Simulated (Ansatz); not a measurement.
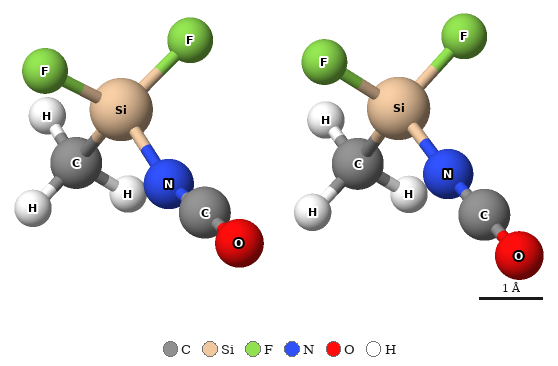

Two geometries of C₂H₃F₂NOSi (coarse preliminary run), drawn at one scale. One is the start of a relaxation, the other its converged end. A ball-and-stick model, seen from a free direction.

All numbers below come from RKS PBE-D4/def2-SVP in Ansatz. (force threshold 0.03 eV/Å; at most 200 steps)

> Which one is relaxed?

The right one is the relaxed one. The start comes from a force field. Over 8 geometry steps the energy falls by 22.2 kJ/mol. The largest force component goes from 3 to 0.029 eV/Å. The atom that moves furthest after the best rigid fit is the O atom (0.21 Å). Largest moves by element: O 0.21 Å, N 0.19 Å, F 0.15 Å, H 0.08 Å, C 0.05 Å, Si 0.03 Å. Among the contacts that change: C–H 1.053 → 1.108 Å, C–Si 1.885 → 1.847 Å, C–H 1.076 → 1.108 Å, C–N 1.184 → 1.211 Å. Among the angles between lasting bonds that change: Si–N–C 158.2° → 174.5°, F–Si–F 113.0° → 106.4°, C–Si–N 108.0° → 112.1°. The run took about 50 core-seconds on a shared host.
